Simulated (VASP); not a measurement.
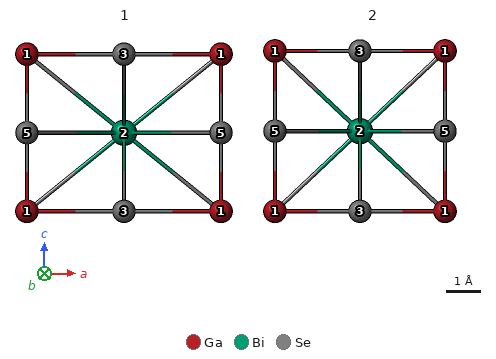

Two geometries of solid GaBiSe$_{3}$ (a generated structure, set up in P4/mmm), drawn at one scale. One is the start of a relaxation, the other its converged end. A ball-and-stick model of the cell of the calculation, seen along the b axis.

The calculation used Kohn-Sham DFT of a periodic cell, PBE, VASP PAW PBE potentials, recommended (VASP 6.6.1). (plane-wave cutoff 520 eV; k-point mesh 3 × 3 × 3; occupations gaussian; smearing width 0.15 eV; no spin polarisation)

Question: Which geometry has the lower energy?

Answer: Structure 2 is the relaxed one. The run lets cell and atoms move. The energy falls by 1.185 eV per cell of the calculation in 9 geometry steps. All forces vanish by symmetry, so only the cell relaxes. The pressure goes from −6.07 to 0.08 GPa. No atom moves by more than 0.005 Å relative to the cell. The volume changes by −21.6 %, with a = b 5.843 → 5.120 Å (−12.4 %), c 4.730 → 4.827 Å (+2.1 %). Near-neighbour distances that change, for instance: Bi–Se 4.132 → 3.620 Å, Ga–Se 2.921 → 2.560 Å, Bi–Se 3.759 → 3.518 Å, Ga–Se 2.365 → 2.413 Å. The space group stays P4/mmm (No. 123). The volume changes by over a tenth within one run on a fixed set of plane waves, so the end point should be relaxed again from the new cell. It ran on 1 thread of Intel(R) Xeon(R) Platinum 8488C (Sapphire Rapids), on a shared host.
